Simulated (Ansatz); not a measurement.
# Phonons of Y (P6_3/mmc, 2 atoms in the cell) against volume, part 2 of 2

Wanted: Grüneisen parameters and pressure coefficients of the modes of Y (P6_3/mmc, 2 atoms in the cell).

Ansatz 0.2.0; DFT PBEsol, scalar-relativistic, plane waves, PAW; PAW set soft_1.

So far, highest optical mode at the zone centre (no LO-TO term) (cm⁻¹): step 4 (modes at rest) 154.

## (5) A member of the series: 1.06 times the volume at rest

The cell is set to 1.06 times the volume at rest, and shape and atoms relax at that volume.

Input file input.yaml:

```yaml
crystal:
  lattice:
    - [3.6700726504, 0.0, 0.0]
    - [-1.8350363252, 3.178376149, 0.0]
    - [0.0, 0.0, 5.6883550559]
  atoms:
    - { symbol: "Y", position: [0.3333333333, 0.6666666667, 0.25] }
    - { symbol: "Y", position: [0.6666666667, 0.3333333333, 0.75] }
kpoints:
  mp_grid: { grid: [15, 15, 8] }
hamiltonian:
  xc: pbesol
  pseudopotentials: { kind: paw, azcp: { folder: soft_1 }, xc_functional: pbe }
scf:
  occupations: { method: methfessel_paxton, width: 0.2 }
output:
  forces: true
  stress: true
  eigenvalues: true
relax:
  adjacent_minimum: "off"
  f_tol: 0.001
  max_steps: 60
  cell: { stress_tol: 0.01, fix: [volume] }
```

Command:

```sh
ansatz run input.yaml --threads 4 --pin off --max-ram 10240MiB --backend cpu --events-out ev --progress --plain --runs-dir out
```

Numbers of over 12 decimals in the logs are rounded to 6 here.

The program printed:

```text
[...]
Crystal: 2 atoms, lattice volume = 66.354 Å³
Basis set: ecut = 420 eV, 1267 PW (Γ), exchange–correlation on 50×50×80 points (8 copies of the dense FFT grid, shifted against one another)
Bands: 15, of which v1, the nominal top of the filled ones, is band 11 counted from 1 (10 counted from 0)
Symmetry: 24 space group operations
[...]
k-points: 135 of 1800
[...]
k-point 134: bands = [... 7 lower, -13.2531, 8.7638, 8.7638, 8.7666, 8.7666, 9.5461, 9.5461, 11.8861]
--- Relaxed structure (1 steps of the walk, 1 accepted, 1 SCFs on fresh bases) ---
[...]
cell:  # Å, volume = 66.3539 Å³
    - [3.670073, 0.0, 0.0]
    - [-1.835036, 3.178376, 0.0]
    - [0.0, 0.0, 5.6883550559]
  atoms:
    - { symbol: Y, position: [0.333333, 0.666667, 0.250000] }
    - { symbol: Y, position: [0.666667, 0.333333, 0.750000] }
[key lines of the parts left out:]
SCF converged after 6 iterations
Free energy (F): -7590.159140 eV
Fermi energy:    9.142065 eV
P = ⅓ Tr σ = -2.2798 GPa (-22.798 kbar)
```

The job ended after 2.2 s (4 threads of INTEL XEON PLATINUM 8581C at 2.30GHz (Emerald Rapids), shared host; peak memory 0.49 GiB; 7.8 s of CPU time).

Little changed from the start: no atom moved by 0.005 Å and no cell edge by 0.1 %.

This step gave:

```yaml
pressure: -2.280 GPa
volume_per_atom: 33.18 Å³
```

The forces vanish by symmetry, at a pressure of -2.28 GPa.

## (6) Zone-centre modes of the member: 1.06 times the volume at rest

The zone-centre modes follow for 1.06 times the volume at rest.

input.yaml, as its differences from that of step 5:

```diff
@@ -16,9 +16,4 @@
 output:
-  forces: true
-  stress: true
   eigenvalues: true
-relax:
-  adjacent_minimum: "off"
-  f_tol: 0.001
-  max_steps: 60
-  cell: { stress_tol: 0.01, fix: [volume] }
+phonons:
+  method: dfpt
```

The program printed:

```text
[...]
Crystal: 2 atoms, lattice volume = 66.354 Å³
Basis set: ecut = 420 eV, 1267 PW (Γ), exchange–correlation on 50×50×80 points (8 copies of the dense FFT grid, shifted against one another)
Bands: 15, of which v1, the nominal top of the filled ones, is band 11 counted from 1 (10 counted from 0)
Symmetry: 24 space group operations
k-points: 320 of 1800 (irreducible under 4 space group operations, time reversal used)
[...]
SCF iter   1: F=—  HF=-7590.228000 eV  |F-HF|=—  |Δ(HF+E_count)|=         —  Δρ=1.38e-2  dr2=2.05e-1  ethr=3.10e-3  ⟨swp⟩=4.3  Hψ=20174  notcnv=0
[...]
SCF iter   9: F=-7590.159140 eV  HF=-7590.159140 eV  |F-HF|=2.73e-12  |Δ(HF+E_count)|=  1.00e-11  S|Δr|=    0.00e0  Δρ=2.30e-8  dr2=2.81e-13  ethr=1.00e-12  ⟨swp⟩=4.9  Hψ=18018  notcnv=0
SCF 1 converged in 9 iterations: F = -7590.159140 eV  dr2 = 2.81e-13
[...]
SCF converged after 9 iterations
[...]
Free energy (F): -7590.159140 eV
[...]
Internal energy: -7590.156191 eV  (E = F + TS)
E sigma→0 (E₀):  -7590.158403 eV
Entropy (-TS):   -0.002949 eV (-1.475 meV/atom)
Fermi energy:    9.142065 eV
Step filling:    the computed levels leave a gap of 0.0000 eV = 0.0 smearing widths at the electron count; against every level under it full and every level over it empty, smearing changes F+E_penalty+E_count by +0.930 meV and its σ→0 estimate by +1.668 meV
[...]
--- Band table (eV; the first three rows and the last of 320) ---
  k-point 0: bands = [... 7 lower, -13.1528, 4.4996, 7.3210, 10.0904, 10.8583, 10.8583, 11.2576, 11.4775]
  k-point 1: bands = [... 7 lower, -13.1770, 4.6028, 7.2491, 9.9920, 10.7908, 10.7908, 11.1557, 11.3833]
  k-point 2: bands = [... 7 lower, -13.2092, 4.9025, 6.9932, 9.8507, 10.6966, 10.6966, 10.8779, 11.1660]
  k-point 319: bands = [... 7 lower, -13.2652, 7.7899, 7.7899, 9.2850, 9.2850, 9.8921, 9.8921, 11.6370]
[...]
ASR residual: 1.471e-5 → 0.000e0 eV/Å²; symmetrization residual: 3.746e-13 eV/Å²
  ASR residual per site (eV/Å²): 1.47e-5 1.47e-5
  Γ frequencies (cm⁻¹): 0.00 0.00 0.00 87.41 87.41 143.05
[...]
```

Run time: 13 s. Hardware: 4 threads; peak memory 1.2 GiB; 45 s of CPU time.

This step gave:

```yaml
sum_rule_residual_before_enforcement: 1.47e-5 eV/Å²
highest_optical_mode_at_the_zone_centre_no_lo_to_term: 143.1 cm⁻¹
lowest_optical_zone_centre_mode: 87.41 cm⁻¹
```

Patterns of degenerate modes are one choice out of their space. Modes at Γ:

| mode | frequency (cm⁻¹) | symmetry |
| --- | --- | --- |
| 1 | 0.0 | acoustic |
| 2 | 0.0 | acoustic |
| 3 | 0.0 | acoustic |
| 4 | 87.4 | E2g |
| 5 | 87.4 | E2g |
| 6 | 143.1 | B1g |

The lowest optical mode is real, 87.4 cm⁻¹, and the highest lies at 143.1 cm⁻¹.

Between step 4 and this run (volume ratio 1.06) the value for the highest optical mode at the zone centre (no LO-TO term) moves from 154 cm⁻¹ to 143 cm⁻¹ (-7 %).

## (7) Relaxation of a member: 0.9 times the volume at rest

The cell is set to 0.9 times the volume at rest, and shape and atoms relax at that volume.

input.yaml, the sections that differ from step 6:

```yaml
crystal:
  lattice:
    - [3.468997905, 0.0, 0.0]
    - [-1.7344989525, 3.0042403114, 0.0]
    - [0.0, 0.0, 5.4058574345]
  atoms:
    - { symbol: "Y", position: [0.3333333333, 0.6666666667, 0.25] }
    - { symbol: "Y", position: [0.6666666667, 0.3333333333, 0.75] }
output:
  forces: true
  stress: true
  eigenvalues: true
relax:
  adjacent_minimum: "off"
  f_tol: 0.001
  max_steps: 60
  cell: { stress_tol: 0.01, fix: [volume] }
# kpoints, hamiltonian, scf: as in step 6
# phonons: removed
```

The program printed:

```text
[...]
Crystal: 2 atoms, lattice volume = 56.338 Å³
Basis set: ecut = 420 eV, 1093 PW (Γ), exchange–correlation on 48×48×80 points (8 copies of the dense FFT grid, shifted against one another)
Bands: 15, of which v1, the nominal top of the filled ones, is band 11 counted from 1 (10 counted from 0)
Symmetry: 24 space group operations
[...]
k-points: 135 of 1800
[...]
k-point 134: bands = [... 7 lower, -10.8094, 10.6301, 10.6301, 10.6678, 10.6678, 11.7540, 11.7540, 14.1627]
--- Relaxed structure (3 steps of the walk, 3 accepted, 1 SCFs on fresh bases) ---
[...]
cell:  # Å, volume = 56.3382 Å³
    - [3.466682, 0.0, 0.0]
    - [-1.733341, 3.002235, 0]
    - [0.0, 0, 5.413082]
  atoms:
    - { symbol: Y, position: [0.333333, 0.666667, 0.25] }
    - { symbol: Y, position: [0.666667, 0.333333, 0.75] }
[key lines of the parts left out:]
SCF converged after 4 iterations
Free energy (F): -7590.092465 eV
Fermi energy:    11.121277 eV
P = ⅓ Tr σ = 5.1528 GPa (51.528 kbar)
```

Wall time 3.2 s (4 threads); peak memory 0.49 GiB.

The steps of the relaxation:

```
step  energy less that of the first step (eV)  largest force component (eV/Å)  pressure (GPa)  volume (Å³)
   1                                   0.0000                          0.0000            5.16        56.34
   2                                   0.0000                          0.0000            5.16        56.34
   3                                   0.0000                          0.0000            5.15        56.34
  4*                                   0.0000                          0.0000            5.15        56.34
```

Relaxation steps marked * repeat the geometry before them on a plane-wave basis chosen anew for their cell, so energy and pressure can jump there.

The run keeps the 24 symmetry operations that it works with, so distortions that break them were not tested.

```csv
"conventional cell, symmetrised",before,after,change
a (Å),3.469,3.467,-0.1 %
b (Å),3.469,3.467,-0.1 %
c (Å),5.406,5.413,+0.1 %
volume (Å³/atom),28.17,28.17,+0.0 %
```

The relaxed structure:

```xyz
2
Lattice="3.4667 0.0000 0.0000 -1.7333 3.0022 0.0000 0.0000 0.0000 5.4131" Properties=species:S:1:pos:R:3 pbc="T T T"
Y     0.0000    2.0015    1.3533
Y     1.7333    1.0007    4.0598
```

This step gave:

| Quantity | Value |
| --- | --- |
| pressure | 5.153 GPa |
| volume per atom | 28.17 Å³ |

The forces vanish by symmetry, at a pressure of 5.15 GPa.

## (8) Modes of this member: 0.9 times the volume at rest

The zone-centre modes follow for 0.9 times the volume at rest.

input.yaml, the sections that differ from step 7:

```yaml
crystal:
  lattice:
    - [3.4666822088, 0.0, 0.0]
    - [-1.7333411044, 3.0022348596, 0.0]
    - [0.0, 0.0, 5.4130819241]
  atoms:
    - { symbol: "Y", position: [0.3333333333, 0.6666666667, 0.25] }
    - { symbol: "Y", position: [0.6666666667, 0.3333333333, 0.75] }
output:
  eigenvalues: true
phonons:
  method: dfpt
# kpoints, hamiltonian, scf: as in step 7
# relax: removed
```

The program printed:

```text
[...]
Crystal: 2 atoms, lattice volume = 56.338 Å³
Basis set: ecut = 420 eV, 1093 PW (Γ), exchange–correlation on 48×48×80 points (8 copies of the dense FFT grid, shifted against one another)
Bands: 15, of which v1, the nominal top of the filled ones, is band 11 counted from 1 (10 counted from 0)
Symmetry: 24 space group operations
k-points: 320 of 1800 (irreducible under 4 space group operations, time reversal used)
[...]
k-point 1: bands = [... 7 lower, -10.6869, 6.3781, 8.9794, 12.4302, 12.8880, 12.8880, 13.2570, 13.5985]
  k-point 2: bands = [... 7 lower, -10.7242, 6.7299, 8.8291, 12.1171, 12.7837, 12.7837, 12.9361, 13.3418]
  k-point 319: bands = [... 7 lower, -10.8294, 9.6898, 9.6898, 11.3029, 11.3029, 11.9427, 11.9427, 13.8967]
[...]
ASR residual: 1.141e-4 → 0.000e0 eV/Å²; symmetrization residual: 1.057e-13 eV/Å²
  ASR residual per site (eV/Å²): 1.14e-4 1.14e-4
  Γ frequencies (cm⁻¹): 0.00 0.00 0.00 89.60 89.60 167.96
[...]
[key lines of the parts left out:]
SCF converged after 8 iterations
Free energy (F): -7590.092465 eV
Fermi energy:    11.121277 eV
```

Wall time 10 s (4 threads); peak memory 1.1 GiB.

Numbers from this step:

```yaml
sum_rule_residual_before_enforcement: 1.14e-4 eV/Å²
highest_optical_mode_at_the_zone_centre_no_lo_to_term: 168.0 cm⁻¹
lowest_optical_zone_centre_mode: 89.6 cm⁻¹
```

Patterns of degenerate modes are one choice out of their space. Modes at Γ:

| mode | frequency (cm⁻¹) | symmetry |
| --- | --- | --- |
| 1 | 0.0 | acoustic |
| 2 | 0.0 | acoustic |
| 3 | 0.0 | acoustic |
| 4 | 89.6 | E2g |
| 5 | 89.6 | E2g |
| 6 | 168.0 | B1g |

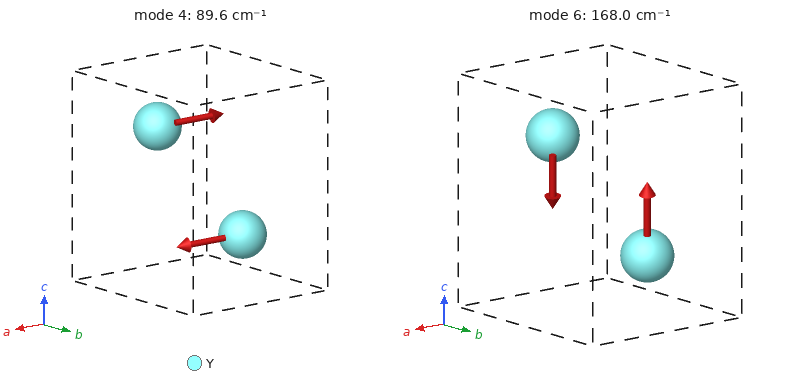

Displacement patterns of modes 4 and 6 at Γ; arrows are exaggerated.

The lowest optical mode is real, 89.6 cm⁻¹, and the highest lies at 168.0 cm⁻¹.

For the highest optical mode at the zone centre (no LO-TO term), step 4 gave 154 cm⁻¹; this run, with volume ratio 0.9, gives 168 cm⁻¹ (+9 %).

## (9) The series together

The members are set side by side, also those not shown above.

Each row is one cell with its response, relaxed at fixed volume as far as symmetry leaves anything free; energies are extrapolated to zero smearing, and E0 is that at rest; shape and atoms are relaxed in each cell where symmetry leaves them free; all runs use 15×15×8 k points and Methfessel-Paxton smearing of 0.2 eV. State of the crystal along the series:

```csv
volume ratio,V (Å³/atom),pressure (GPa),E - E0 (meV/atom),first cell vector (Å),third cell vector (Å)
0.9,28.17,5.153,47.05,3.467,5.413
0.92,28.8,3.96,29.3,3.494,5.446
0.94,29.42,2.857,16.05,3.522,5.479
0.96,30.05,1.835,6.936,3.548,5.512
0.98,30.67,0.8848,1.675,3.574,5.546
0.99,30.99,0.435,0.4043,3.586,5.563
1,31.3,0.001299,0,3.599,5.582
1.02,31.93,-0.8182,1.651,3.623,5.617
1.04,32.55,-1.577,6.393,3.647,5.652
1.06,33.18,-2.28,14,3.67,5.688
```

Each mode is tracked from rest by its pattern, and modes that stay within 0.3 cm⁻¹ of each other stand once; shape and atoms are relaxed in each cell where symmetry leaves them free; all runs use 15×15×8 k points and Methfessel-Paxton smearing of 0.2 eV. Optical modes along the series:

```
V (Å³/atom)  mode 4 E2g (cm⁻¹)  mode 6 B1g (cm⁻¹)
      28.17               89.6                168
       28.8              90.43              165.9
      29.42              90.84              163.6
      30.05              90.87              160.8
      30.67               90.6              157.8
      30.99              90.33              156.1
       31.3              89.97              154.2
      31.93              89.23              150.7
      32.55              88.37              146.9
      33.18              87.41              143.1
```

From cubic fits (parabolas where under five rows exist) of ln ω and P against ln V through the rows within about 4 % of rest: γ = −d ln ω / d ln V and dω/dP = γ ω / B. Slopes at rest:

```
      mode  fitted frequency at rest (cm⁻¹)  Grüneisen parameter γ  dω/dP (cm⁻¹/GPa)
mode 4 E2g                               90                   0.39              0.83
mode 6 B1g                            154.3                   1.17              4.24
```

## (10) Summary of results

```json
{
 "members": "10",
 "highest optical mode at the zone centre (no LO-TO term), at rest": "154.2 cm⁻¹",
 "bulk modulus at rest": "42.5 GPa",
 "mode 4 E2g, γ": "0.39",
 "mode 6 B1g, γ": "1.17"
}
```

**Reading.** The series spans -2.3 to 5.2 GPa, and the slope at rest gives a bulk modulus of 43 GPa. Among the modes in the table of slopes γ runs from 0.39 (mode 4 E2g) to 1.17 (mode 6 B1g). One k mesh and one cutoff serve the ground states and modes of all volumes. These are harmonic frequencies at zero temperature: anharmonic shifts, linewidths and thermal expansion are left out. With no gap, or one that is small against the smearing, the frequencies hang on the k mesh and the smearing, most of all near Kohn anomalies. The PAW files were made for PBE; the program adapts parts of them to the functional of the run, but their partial waves stay those of PBE, an approximation that was not tested in this session. Only the zone centre was solved, so an instability at another wavevector cannot show here.

[Logs are printed without paths, hosts, clocks, repeated set-up lines and the standing remarks that a program may print on its own settings, such as how far it seeks lower states.]

[Hosts, paths, dates, database ids (printed as entryN), source tags and the programs' standing remarks are cut or masked in the printed files.]
